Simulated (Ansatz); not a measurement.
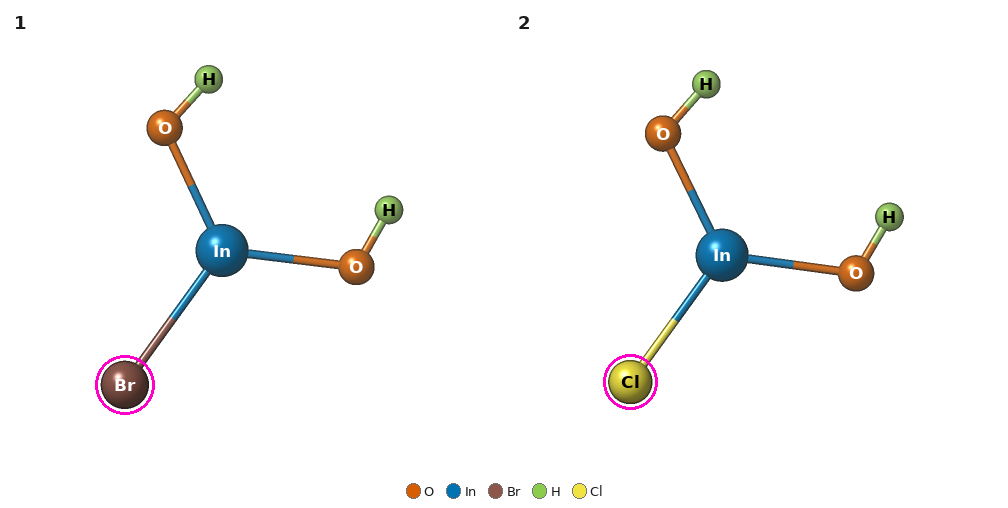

2 molecules with one skeleton, seen from the same side and at one scale; the atom that differs is circled. Charge 0, singlet. Computed geometries: PBE0-D4/def2-TZVP optimisations, one conformation each. Properties computed with Ansatz 0.2.0. Elements past Kr carry core potentials.

One atom differs, called X below: Br in panel 1, Cl in panel 2. Their formulas are BrH2InO2 (`[OH][In]([OH])[Br]`), ClH2InO2 (`[OH][In]([OH])[Cl]`).

### In which is the dipole moment larger (r2SCAN-D4/def2-TZVPP)?

In panel 2 (X = Cl).

### In which is the HOMO–LUMO gap larger (PBE0-D4/def2-SVP)?

In panel 2 (X = Cl).

Give the values. With PBE0-D4/def2-TZVP: length of X–In (Å), mean angle O–In–X (°), harmonic X–In stretching wavenumber (cm⁻¹). With PBE0-D4/def2-SVP: HOMO energy (Kohn–Sham orbital) (eV), HOMO–LUMO gap (eV). With r2SCAN-D4/def2-TZVPP: dipole moment (D).

```
                                  quantity  1 (Br)  2 (Cl)   2 − 1
                        length of X–In (Å)   2.428   2.292  −0.136
                     mean angle O–In–X (°)   119.1   118.3    −0.8
      HOMO energy (Kohn–Sham orbital) (eV)   −8.38   −8.62   −0.24
                        HOMO–LUMO gap (eV)    6.32    6.61   +0.29
                         dipole moment (D)    2.75    3.15   +0.40
harmonic X–In stretching wavenumber (cm⁻¹)     266     382    +116
```
